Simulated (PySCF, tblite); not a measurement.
# C2H8NSSi radical: geometry, infrared bands and EPR parameters

Wanted: the infrared bands and EPR parameters of C2H8NSSi radical (`C[C@H]([S])[SiH2]N`), by calculation.

Programs: tblite 0.8.0 and PySCF 2.14.0, with density-fitted response routines of our own. Each step states its level of theory. These are calculated values for one molecule in the gas phase, unless marked as measured. Atoms count from 0, in the outputs and in this text.

### Step 1. Starting geometry

13 atoms, charge 0, multiplicity 2; geometry from: force field or distance geometry start.

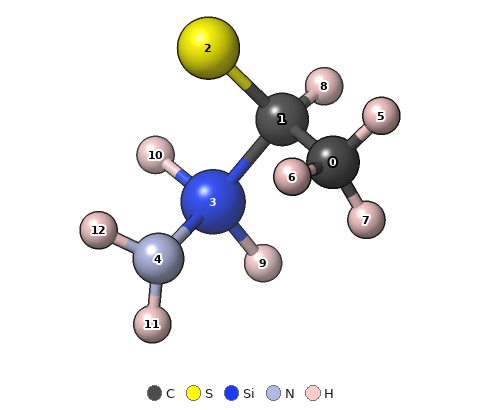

As it starts; carbon dark grey, sulfur yellow, silicon blue, nitrogen light blue, hydrogen pink, atoms numbered.

### Step 2. Geometry optimisation with GFN2-xTB

What the job is given:

```
{"job": {"kind": "relax", "xc": "GFN2-xTB", "basis": "xTB"}, "charge": 0, "multiplicity": 2}
C      1.609300    -0.241200     0.191400
C      0.664300     0.784800    -0.440100
S      0.447000     2.056400     0.799400
Si    -1.033800     0.018400    -0.665300
N     -1.435800    -0.749800     0.910700
H      2.615700     0.171600     0.106500
H      1.410700    -0.389600     1.272100
H      1.586700    -1.189500    -0.349100
H      1.052900     1.179500    -1.385000
H     -1.055200    -1.002400    -1.702100
H     -1.935300     1.098100    -1.033700
H     -1.942200    -1.655700     0.793000
H     -1.988600    -0.080200     1.484600
```

The run is started by

```
$ OMP_NUM_THREADS=1 python probes_run.py task.json out
```

The driver reads the jobs from task.json and runs them one after another.

What it wrote:

```text
step      E/eV     max force
  0    -441.37085    1.926
  1    -441.50640    0.973
  2    -441.57834    0.840
  3    -441.59872    0.596
  4    -441.64557    0.340
  5    -441.65217    0.241
  6    -441.66515    0.262
  7    -441.67130    0.250
  8    -441.67710    0.218
  9    -441.68038    0.163
 10    -441.68303    0.131
 11    -441.68521    0.185
 12    -441.68796    0.177
 13    -441.69068    0.151
 14    -441.69283    0.126
 15    -441.69464    0.141
 16    -441.69633    0.147
 17    -441.69791    0.101
 18    -441.69965    0.150
 19    -441.70185    0.194
 20    -441.70480    0.218
 21    -441.70881    0.229
 22    -441.71297    0.201
 23    -441.71615    0.221
 24    -441.72002    0.233
 25    -441.72383    0.188
 26    -441.72667    0.138
 27    -441.72827    0.214
 28    -441.72886    0.337
 29    -441.73147    0.101
 30    -441.73295    0.102
 31    -441.73577    0.228
 32    -441.73800    0.236
 33    -441.74063    0.157
 34    -441.74282    0.099
 35    -441.74475    0.107
 36    -441.74641    0.120
 37    -441.74761    0.208
 38    -441.74922    0.144
 39    -441.75056    0.089
 40    -441.75265    0.097
 41    -441.75340    0.115
 42    -441.75466    0.124
 43    -441.75545    0.088
 44    -441.75590    0.053
 45    -441.75634    0.043
 46    -441.75660    0.038
 47    -441.75679    0.064
 48    -441.75702    0.044
 49    -441.75727    0.038
 50    -441.75749    0.029
 51    -441.75754    0.029
 52    -441.75763    0.029
 53    -441.75774    0.033
 54    -441.75792    0.040
 55    -441.75807    0.030
 56    -441.75816    0.022
 57    -441.75823    0.021
 58    -441.75830    0.025
 59    -441.75840    0.022
 60    -441.75848    0.024
 61    -441.75854    0.023
 62    -441.75859    0.028
 63    -441.75867    0.036
 64    -441.75877    0.035
 65    -441.75887    0.023
 66    -441.75894    0.028
 67    -441.75900    0.029
 68    -441.75906    0.030
 69    -441.75916    0.028
 70    -441.75927    0.033
 71    -441.75939    0.045
 72    -441.75952    0.051
 73    -441.75965    0.047
 74    -441.75978    0.031
 75    -441.75987    0.013
 76    -441.75991    0.010
 77    -441.75992    0.013
 78    -441.75994    0.015
 79    -441.75998    0.013
 80    -441.76003    0.013
 81    -441.76007    0.011
 82    -441.76009    0.010
 83    -441.76010    0.013
 84    -441.76012    0.013
 85    -441.76015    0.014
 86    -441.76020    0.019
 87    -441.76024    0.018
 88    -441.76026    0.012
 89    -441.76028    0.009
```

Run time: 1.3 s. Hardware: 1 thread of Intel Xeon Platinum 8375C at 2.90GHz, shared host.

Step by step: (not every step is listed)

```
step  energy from step 0 (eV)  largest force (eV/Å)
   0                   0.0000                1.9257
   1                  -0.1355                0.9727
   2                  -0.2075                0.8404
   3                  -0.2279                0.5961
   4                  -0.2747                0.3402
   5                  -0.2813                0.2415
   6                  -0.2943                0.2619
   7                  -0.3004                0.2500
   8                  -0.3062                0.2176
  15                  -0.3238                0.1408
  22                  -0.3421                0.2008
  29                  -0.3606                0.1014
  36                  -0.3756                0.1196
  43                  -0.3846                0.0879
  50                  -0.3866                0.0289
  57                  -0.3874                0.0207
  64                  -0.3879                0.0351
  71                  -0.3885                0.0451
  78                  -0.3891                0.0148
  84                  -0.3893                0.0134
  85                  -0.3893                0.0137
  86                  -0.3893                0.0195
  87                  -0.3894                0.0180
  88                  -0.3894                0.0121
  89                  -0.3894                0.0088
```

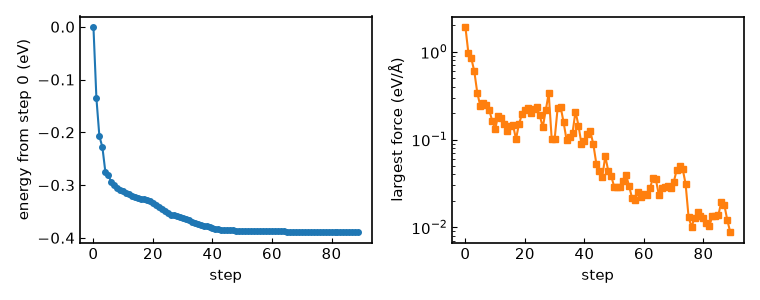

Energy and largest force along the relaxation.

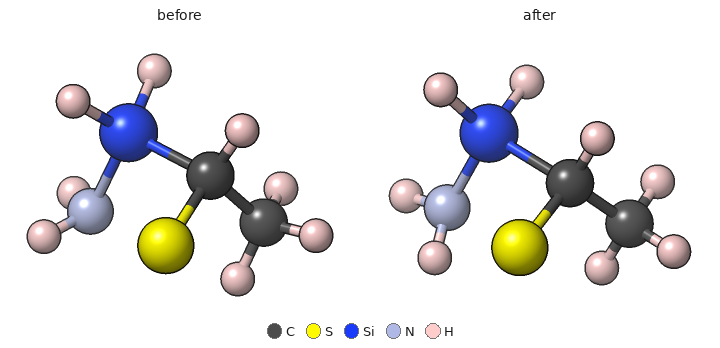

The geometry before (left) and after (right).

Distances of close pairs at the start and the end, largest changes first:

| bond | before (Å) | after (Å) | change (Å) |
| --- | --- | --- | --- |
| Si3–N4 | 1.799 | 1.714 | -0.084 |
| C1–Si3 | 1.877 | 1.935 | +0.059 |
| N4–H11 | 1.044 | 1.006 | -0.038 |
| N4–H12 | 1.041 | 1.009 | -0.032 |
| C0–H6 | 1.109 | 1.087 | -0.021 |
| C0–C1 | 1.531 | 1.515 | -0.016 |
| C1–S2 | 1.789 | 1.776 | -0.013 |
| Si3–H10 | 1.454 | 1.466 | +0.012 |

The end geometry stands in the next job.

### Step 3. Harmonic vibrations with GFN2-xTB

What the job is given:

```
{"job": {"kind": "ir", "xc": "GFN2-xTB", "basis": "xTB"}, "charge": 0, "multiplicity": 2}
C      1.656101    -0.237822     0.146929
C      0.631591     0.763267    -0.345459
S      0.299226     2.055399     0.826964
Si    -1.091399    -0.049267    -0.685762
N     -1.556535    -0.706265     0.827780
H      2.609962     0.253579     0.338826
H      1.320237    -0.704704     1.069720
H      1.808527    -1.014303    -0.600532
H      0.961986     1.236471    -1.270949
H     -0.878691    -1.174926    -1.595765
H     -1.935173     0.989736    -1.283072
H     -2.390175    -1.266004     0.895327
H     -1.440044    -0.144674     1.658265
```

What it wrote:

```text
mode    cm-1     km/mol
  1      73.1      2.26
  2     139.8      1.48
  3     176.9      1.06
  4     198.4      0.33
  5     238.6     15.65
  6     275.3      3.95
  7     361.9      3.50
  8     510.1     51.83
  9     521.5    231.07
 10     560.3     13.52
 11     603.0     10.50
 12     685.2    217.72
 13     748.3     94.42
 14     782.3     87.20
 15     825.4    292.44
 16     915.7    107.13
 17     978.3     19.92
 18    1044.7      5.73
 19    1073.7     55.20
 20    1084.3      5.80
 21    1253.0     20.55
 22    1406.8      4.01
 23    1486.2      2.14
 24    1492.2      1.62
 25    1497.9     76.10
 26    2237.1    372.81
 27    2269.1    206.66
 28    2940.6     25.24
 29    3002.1     20.92
 30    3016.6     25.34
 31    3039.6     14.93
 32    3452.1      8.11
 33    3506.5      0.12
```

Wall time 0.91 s (1 thread of Intel Xeon Platinum 8375C at 2.90GHz, shared host).

The strongest bands and the atoms that carry them (share of the mass-weighted mode):

```
cm⁻¹  km/mol                                  atoms
 522   231.1   H9 22 %, H10 21 %, H11 16 %, N4 15 %
 685   217.7             H10 40 %, H9 16 %, C1 14 %
 748    94.4    C1 44 %, S2 16 %, H9 13 %, H10 11 %
 782    87.2                      H9 44 %, H10 38 %
 825   292.4  H12 29 %, H11 28 %, H10 13 %, N4 11 %
 916   107.1                      N4 49 %, Si3 33 %
2237   372.8                      H10 81 %, H9 15 %
2269   206.7                      H9 82 %, H10 15 %
```

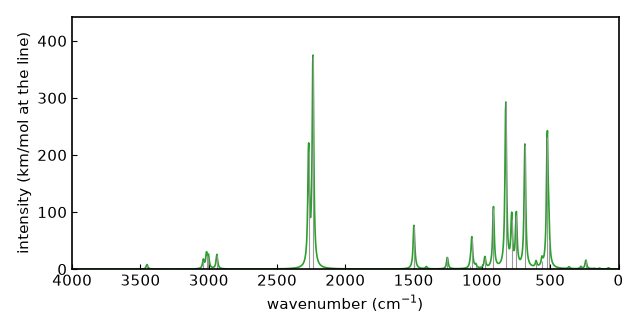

The infrared spectrum from these modes, unscaled. Lines are broadened to a width of 14 cm⁻¹ (Lorentzian).

### Step 4. g tensor and hyperfine couplings: B3LYP/pcH-1

Settings changed since step 3:

```diff
@@ -1,2 +1,2 @@
-{"job": {"kind": "ir", "xc": "GFN2-xTB", "basis": "xTB"}, "charge": 0, "multiplicity": 2}
+{"job": {"kind": "epr", "basis": "pcH-1"}, "charge": 0, "multiplicity": 2}
 C      1.656101    -0.237822     0.146929
```

With the program's defaults for keys left out, this is: UKS B3LYP, pcH-1 on C H N S Si, non-relativistic, mean-field spin-orbit, GIAO.

What it wrote:

```text
UKS, coarse grid
  cycle   1  E = -823.42281011  |g| = 3.91e-01
  cycle   2  E = -823.36629255  |g| = 5.27e-01
  cycle   3  E = -823.48626508  |g| = 6.91e-02
  cycle   4  E = -823.48823909  |g| = 2.90e-02
  cycle   5  E = -823.48866154  |g| = 6.03e-03
  cycle   6  E = -823.48869530  |g| = 2.04e-03
  cycle   7  E = -823.48870399  |g| = 1.35e-03
  cycle   8  E = -823.48870983  |g| = 8.59e-04
UKS, final grid
  cycle   1  E = -823.48872850  |g| = 1.03e-03
  cycle   2  E = -823.48873169  |g| = 1.52e-03
  cycle   3  E = -823.48873392  |g| = 5.27e-04
  cycle   4  E = -823.48874000  |g| = 4.69e-04
  cycle   5  E = -823.48874920  |g| = 1.69e-04
  cycle   6  E = -823.48874946  |g| = 8.65e-05
  cycle   7  E = -823.48874952  |g| = 6.98e-05
  cycle   8  E = -823.48874954  |g| = 2.34e-05
  cycle   9  E = -823.48874954  |g| = 5.26e-06
E = -823.48874954 Eh   <S^2> = 0.7527 (exact 0.7500)
g shifts (ppm)      1          2          3
  rmc          -219       -219       -219
  gc            -12         43         40
  oz_so         -35      19044     277945
  total        -264      18877     277777
hyperfine (MHz)  atom isotope    a_iso     a_fc   dipolar eigenvalues
    0   13C       8.35       8.35     -1.81     -1.32      3.13
    1   13C      -4.63      -4.63     -8.78     -6.91     15.70
    2   33S      12.82      12.82    -79.73    -79.67    159.39
    3  29Si     -79.06     -79.06    -17.70      8.46      9.24
    4   14N      -1.03      -1.03     -0.96     -0.61      1.57
    5    1H       4.52       4.52     -3.09     -1.85      4.94
    6    1H       2.07       2.07     -2.41     -2.13      4.55
    7    1H      -1.22      -1.22     -2.08     -1.34      3.43
    8    1H      46.80      46.80     -4.65     -3.33      7.98
    9    1H      25.86      25.86     -2.00     -0.93      2.93
   10    1H      -2.80      -2.80     -2.86     -1.50      4.37
   11    1H      -1.97      -1.97     -2.10     -1.16      3.26
   12    1H      -1.62      -1.62     -4.12     -1.47      5.59
```

It took 86 s on 1 thread of Intel Xeon Platinum 8375C at 2.90GHz, shared host; peak memory 0.86 GiB.

Principal g values 2.00206, 2.02120, 2.28010; g(iso) = 2.10112, against 2.00232 for a free electron. They are not to be trusted: the run shows nearly degenerate orbitals, where second-order g theory doesn't apply.

Mean a(iso) over the nuclei that a row names, and the largest dipolar term of the row (other rows stand at the frozen geometry):

| nuclei | isotope | a(iso) (MHz) | a(iso) (G, at g = 2.0023) | largest dipolar term (MHz) |
| --- | --- | --- | --- | --- |
| Si3 | 29Si | -79.1 | -28.2 | -17.7 |
| H8 | 1H | 46.8 | 16.7 | 8.0 |
| H9 | 1H | 25.9 | 9.2 | 2.9 |
| S2 | 33S | 12.8 | 4.6 | 159.4 |
| C0 | 13C | 8.4 | 3.0 | 3.1 |
| C1 | 13C | -4.6 | -1.7 | 15.7 |
| H10 | 1H | -2.8 | -1.0 | 4.4 |
| H11, H12 | 1H | -1.8 | -0.6 | 5.6 |
| H5, H6, H7 | 1H | 1.8 | 0.6 | 4.9 |
| N4 | 14N | -1.0 | -0.4 | 1.6 |

Mulliken spin populations:

C0 0.01; C1 0.01; S2 0.88; Si3 0.05; N4 0.01; H5 0.01; H6 0.00; H7 0.00; H8 0.02; H9 0.02; H10 0.00; H11 0.00; H12 0.00

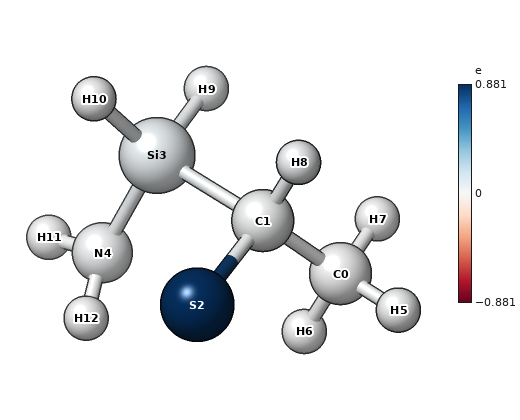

Mulliken spin populations, as colours on the atoms.

Orbitals, density, ELF and potential are computed afterwards from the orbital file.

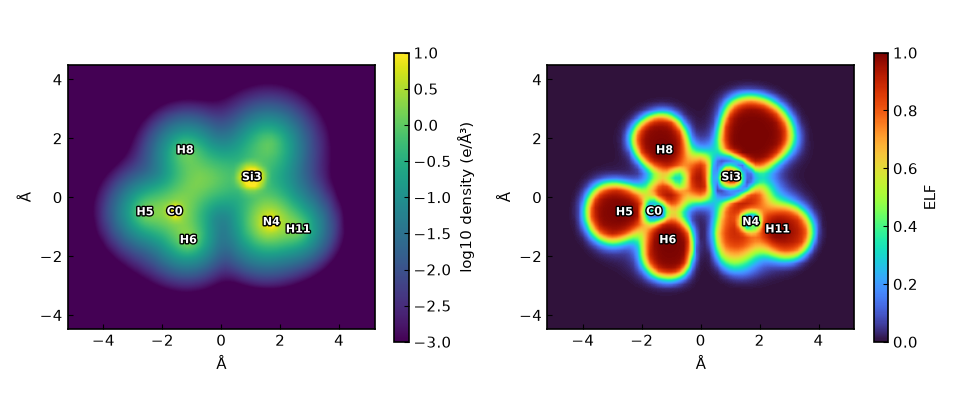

Density (left) and ELF (right) in a plane through or near 7 of the atoms.

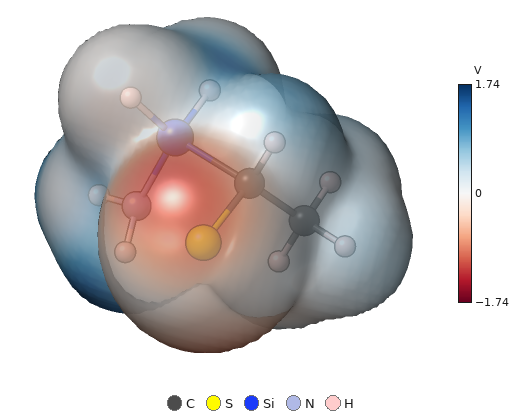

Electrostatic potential on the surface of density 0.002 e/bohr³; red is low, blue high. It runs from -1.07 V near S2 to 1.74 V near H11.

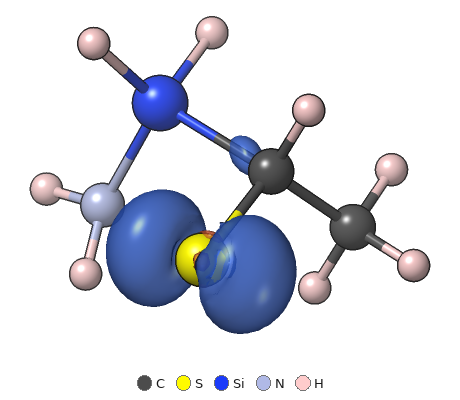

Spin density at ±0.09 e/Å³ (alpha excess blue, beta excess red).

### Step 5. What came out

| quantity | value |
| --- | --- |
| strongest single infrared mode (GFN2-xTB) | 2237 cm⁻¹, 373 km/mol |
| zero-point energy (GFN2-xTB) | 60.6 kcal/mol |
| g(iso) (B3LYP) | 2.10112 |
| ⟨S²⟩ | 0.753 (exact 0.75) |
| largest a(iso) (averaged by class) | 29Si on Si3, -79.1 MHz |
| potential on the surface of density 0.002 e/bohr³, 1st and 99th percentile | -1.07 V and 1.74 V |
| property runs in this session | 1, of which 0 failed and 1 gave unsound results |

**Reading.** Relaxing lowered the energy by 0.389 eV in 89 steps; the close pair that moved most is Si3–N4, from 1.799 to 1.714 Å. All 33 modes are real, so the xTB geometry is a minimum. The strongest single mode, at 2237 cm⁻¹, moves mainly H10. GFN2-xTB is a fitted tight-binding method: band positions and strengths are rough. Its intensities can rank the bands wrongly. S2 carries the largest spin population, 0.88 e. The isotropic g lies 98.8 ppt above the free-electron value. These values are not to be trusted: the run shows nearly degenerate orbitals, where second-order g theory doesn't apply. These values are for one conformer; the search (at its own cheap level) found 2 more, at 1.30, 1.37 kcal/mol, and measured spectra average over such forms.
